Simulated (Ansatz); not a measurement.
# FCI/STO-3G run of NO (SMILES [N]=O)

What is the electronic atomisation energy of NO at FCI/STO-3G? 

The calculation is run with Ansatz 0.2.0.

32 further runs of the same task are left out: 2 that didn't finish, 30 set aside as unsound or not needed.

## (1) The structure to begin with

NO: 2 atoms, total charge 0, spin state doublet. As SMILES, `[N]=O`. The coordinates come from a PBE0-D4/def2-TZVP relaxation.

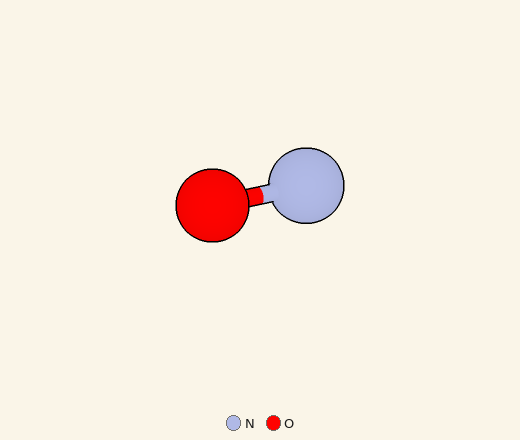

Viewed from a chosen angle; nitrogen light blue, oxygen red.

## (2) A single-point energy at FCI/STO-3G

The input, job.yaml:

```yaml
crystal:
  periodic: [false, false, false]
  atoms:
    - {symbol: "N", position_ang: [-0.483620, 0.177030, -0.243990]}
    - {symbol: O, position_ang: [0.483620, -0.177030, 0.243990]}
basis:
  gaussian:
    orbitals: STO-3G
magnetization:
  spin_polarized: true
  initial_magnetization: 1
correlation:
  method: fci
  frozen_orbitals: {"N": 1, O: 1}
accuracy: high
```

Run with:

```bash
$ ansatz run job.yaml --threads 1 --pin off --max-ram 3480MiB --events-out events.jsonl --progress --plain --runs-dir runs
```

The program printed:

```text
Warning: RAYON_NUM_THREADS=1 ignored (pool sized by the plan → 1); use --threads N
Functional definition: HF
  name "HF"
  exchange = exact_x
  correlation = 0
149 factors; integrals over basis functions are off by at most 3.2e-8 eV
mean field evaluation 1: about -3469.9690 eV, gradient 3.9e0 eV
mean field evaluation 2: about -3470.0251 eV, gradient 4.0e0 eV
mean field evaluation 4: about -3470.0946 eV, gradient 8.4e-1 eV
mean field evaluation 8: about -3470.1137 eV, gradient 2.5e-1 eV
mean field evaluation 16: about -3470.1742 eV, gradient 3.8e-2 eV
mean field evaluation 32: about -3470.1743 eV, gradient 1.1e-6 eV
mean field -3470.17433078 eV, -127.5265544874 hartree, gradient 2.5e-8 eV, S^2 0.911108; 2 other end points of the search recorded, 0 dependent functions left out
2 core orbitals not correlated: weight in the atoms' cores, before any rotation towards them, 1.000 or more for the frozen orbitals, at most 0.000 for the correlated occupied ones
reference -3470.06177965 eV, -127.5224183099 hartree; 6, 5 occupied and 2, 3 virtual orbitals, 149 factors
state -3473.63824689 eV, -127.6538510566 hartree
Total energy: -3473.63824689 eV, -127.6538510566 hartree
```

Run time: 0.69 s. Hardware: 1 thread of Arm Neoverse V1, shared host.

## (3) The N atom at the same level

The input, in.yaml:

```yaml
crystal:
  periodic: [false, false, false]
  atoms:
    - {symbol: "N", position_ang: [0.000000, 0.000000, 0.000000]}
basis:
  gaussian: {orbitals: STO-3G}
accuracy: high
correlation: {method: fci, frozen_orbitals: {"N": 1}}
magnetization: {spin_polarized: true, initial_magnetization: 3}
```

Run the same way, it converges to -53.71901 Eh (log not shown).

## (4) The O atom at the same level

The input, run.yaml:

```yaml
basis:
  gaussian:
    orbitals: STO-3G
crystal:
  periodic: [false, false, false]
  atoms:
    - symbol: O
      position_ang: [0.000000, 0.000000, 0.000000]
magnetization:
  spin_polarized: true
  initial_magnetization: 2
correlation:
  method: fci
  frozen_orbitals: {O: 1}
accuracy: high
```

Run with:

```bash
$ ansatz run run.yaml --threads 1 --pin off --max-ram 3480MiB --events-out events.jsonl --progress --plain --runs-dir runs
```

The program printed:

```text
Warning: RAYON_NUM_THREADS=1 ignored (pool sized by the plan → 1); use --threads N
Functional definition: HF
  name "HF"
  exchange = exact_x
  correlation = 0
15 factors; integrals over basis functions are off by at most 1.1e-9 eV
mean field evaluation 1: about -2008.3132 eV, gradient 1.7e-14 eV
mean field evaluation 2: about -2008.3132 eV, gradient 0.0e0 eV
mean field -2008.31323932 eV, -73.8041502613 hartree, gradient 0.0e0 eV, S^2 2.000000; 2 other end points of the search recorded, 0 dependent functions left out
mean field evaluation 4: about -2008.3132 eV, gradient 2.0e-12 eV
1 core orbitals not correlated: weight in the atoms' cores, before any rotation towards them, 1.000 or more for the frozen orbitals, at most 0.000 for the correlated occupied ones
reference -2008.31323932 eV, -73.8041502613 hartree; 4, 2 occupied and 0, 2 virtual orbitals, 15 factors
state -2008.31323932 eV, -73.8041502613 hartree
Total energy: -2008.31323932 eV, -73.8041502613 hartree
```

Run time: 0.04 s. Hardware: 1 thread of Arm Neoverse V1, shared host.

## (5) Summary of results

At FCI/STO-3G, 2 core orbitals frozen:

| quantity | value |
| --- | --- |
| molecule: total energy | -127.65385 Eh |
| molecule: correlation energy (2 core orbitals frozen) | -131.4 mEh |
| N atom: total energy | -53.71901 Eh |
| N atom: correlation energy (1 core orbital frozen) | 0.0 mEh |
| O atom: total energy | -73.80415 Eh |
| O atom: correlation energy (1 core orbital frozen) | 0.0 mEh |
| electronic atomisation energy | 3.556 eV |

What this shows: Taking the molecule apart into free atoms costs 3.56 eV (82 kcal/mol), before zero-point energy and without spin-orbit coupling. In a minimal basis such a difference can be off by several eV, whatever the method.
